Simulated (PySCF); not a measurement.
C₄H₂N, doublet, SMILES `N#CC1=C[CH]1`.

Computed with PySCF, B3LYP/6-311+G**, geometry: GFN2-xTB. No frequency check shows the geometry to be a minimum. The basis has diffuse s and p functions alone, which still leaves polarisabilities too small, most of all across bonds. The stability of the open-shell solution wasn't checked. GFN2-xTB doesn't know the spin state, so this open-shell geometry is rough.

Cartesian coordinates (Å):

```
N1      -2.3089    0.0014    0.0000
C2      -1.1409   -0.0015    0.0000
C3       0.1909   -0.0019    0.0000
C4       1.4875   -0.6609    0.0000
C5       1.4874    0.6623    0.0000
H6       2.0068   -1.5877    0.0000
H7       2.0065    1.5892    0.0000
```

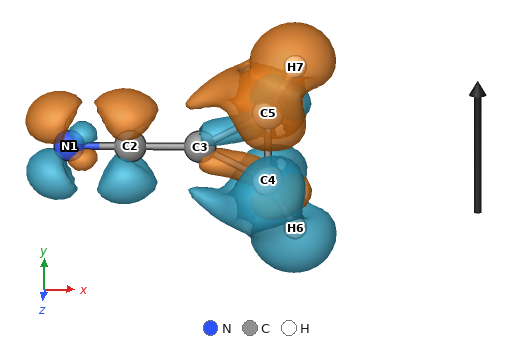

Change of the electron density in a uniform field of 0.41 V/Å along +y (arrow), surfaces at ±0.003 e/Å³ (light blue: gain, orange: loss).

Question: How large is the response?

Answer: The induced dipole is 0.83 D (along the field); α along this axis, from the fields in both directions, is 41 bohr³ (6.0 Å³).

Question: Which atoms gain and lose the most charge?

Answer: Electrons gather most on C4 (Hirshfeld charge changes by −0.023 e) and leave C5 most (+0.024 e); 0.086 electrons are displaced in all.

Run time: 73 s on 1 thread of Arm Neoverse V1, with other jobs on the host, peak memory 0.57 GiB.
